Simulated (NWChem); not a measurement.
# PO (Phosphorus monoxide): UHF/3-21G

Aim: the vertical ionisation energy of PO (Phosphorus monoxide) at UHF/3-21G, from 2 runs. 

The results are computed with NWChem 7.3.0.

3 further runs of the same task are left out: 3 set aside as unsound or not needed. Runs told in other sessions of the task aren't counted.

## 1. Starting point

The species is PO (2 atoms), meant as a doublet with charge 0. SMILES: `O=[P]`. Geometry: relaxed at PBE0-D4/def2-TZVP.

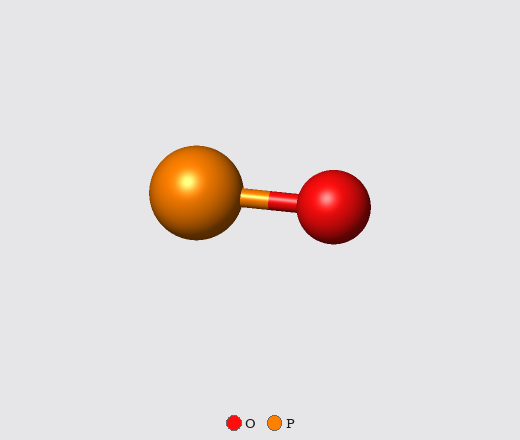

Viewed from a chosen angle; oxygen red, phosphorus orange.

## 2. Energy and forces at UHF/3-21G

Contents of mymol.nw:

```
start mymol
title "OP gradient"
memory total 2200 mb
charge 0
geometry units bohr noautosym nocenter noautoz
  O   0.00000000  0.00000000 -0.01785791
  P   0.00000000  0.00000000  2.76757950
end
basis spherical bse
  * library 3-21G
end
scf
  doublet
  uhf
  thresh 1e-08
  maxiter 80
  print medium
end
task scf gradient
```

Launch:

```bash
$ nwchem mymol.nw > mymol.out
```

The program printed:

```text
[...]
  functions       =    22
[...]
  wavefunction    = UHF
[...]
         Total SCF energy =   -413.394933876664
      One electron energy =   -657.808031700393
      Two electron energy =    201.331892850612
 Nuclear repulsion energy =     43.081204973118
                       Sz =      0.5000
                 Sz(Sz+1) =      0.7500
                      S^2 =      1.1353
[...]
                         UHF ENERGY GRADIENTS
    atom               coordinates                        gradient
                 x          y          z           x          y          z
   1 O       0.000000   0.000000  -0.017858   -0.000000  -0.000000   0.147644
   2 P       0.000000   0.000000   2.767580    0.000000   0.000000  -0.147644
[...]
```

Wall time 1.1 s (1 thread of Intel Xeon Platinum 8559C (Emerald Rapids), shared host); peak memory 0.11 GiB.

## 3. The singlet cation: a single-point energy at HF/3-21G

Contents of run.py:

```python
from ase import Atoms
from ase.calculators.nwchem import NWChem

molecule = Atoms(['O', 'P'], positions=[
    [0.000000, -0.000000, -0.009450],
    [-0.000000, 0.000000, 1.464540],
])

calc = NWChem(
    label='run',
    theory='scf',
    memory='2200 mb',
    basis='3-21G',
    basispar='spherical bse',
    charge=1,
    scf={'nopen': '0', 'rhf': None, 'thresh': '1e-08', 'maxiter': '80', 'print': 'low'},
    task='energy',
)
molecule.calc = calc

e = molecule.get_potential_energy()
print(f"E = {e:.6f} eV")
```

Launch:

```bash
$ export ASE_NWCHEM_COMMAND="nwchem PREFIX.nwi > PREFIX.nwo"
$ python run.py
```

The program printed:

```text
E = -11240.622425 eV
```

The calculator wrote run.nwi:

```
title "run"

permanent_dir run

scratch_dir run

start run

geometry units angstrom nocenter noautosym noautoz
  O  0.0000000000000000e+00 -0.0000000000000000e+00 -9.4500000000000001e-03
  P  -0.0000000000000000e+00 0.0000000000000000e+00 1.4645400000000000e+00
end

charge 1

memory 2200 mb

basis spherical bse noprint
   * library 3-21G
end

scf
  nopen 0
  rhf
  thresh 1e-08
  maxiter 80
  print low
end

task scf energy
```

run.nwo, shortened:

```text
[...]
  functions       =    22
[...]
  wavefunction    = RHF
[...]
         Total SCF energy =   -413.085258323614
      One-electron energy =   -649.441524691694
      Two-electron energy =    193.275058300207
 Nuclear repulsion energy =     43.081208067873
        Time for solution =      0.3s
 Task  times  cpu:        0.3s     wall:        0.3s
[...]
```

Run time: 1.3 s. Hardware: 1 thread of Intel Xeon Platinum 8559C (Emerald Rapids), shared host; peak memory 0.1 GiB.

## 4. Results

At UHF/3-21G:

| quantity | value |
| --- | --- |
| doublet PO: total energy | -413.39493 Eh |
| doublet PO: dipole moment | 1.79 D |
| doublet PO: HOMO energy (highest over α and β) | -8.89 eV |
| doublet PO: LUMO energy (lowest over α and β) | 1.42 eV |
| doublet PO: ⟨S²⟩ | 1.135 |
| doublet PO: largest force on an atom | 7.592 eV/Å |
| singlet cation: total energy | -413.08526 Eh |
| vertical ionisation energy (to the singlet cation) | 8.427 eV |

What this shows: The vertical ionisation energy comes to 8.43 eV (194 kcal/mol). The largest force (doublet PO) is 7.59 eV/Å: too large for a shape near rest; a basis without polarisation functions on a geometry from another level can give that. Only the singlet of the ionised species was computed; a triplet could lie lower. ⟨S²⟩ (doublet PO) is 1.14 where a pure doublet has 0.75: the reference is spin-contaminated.
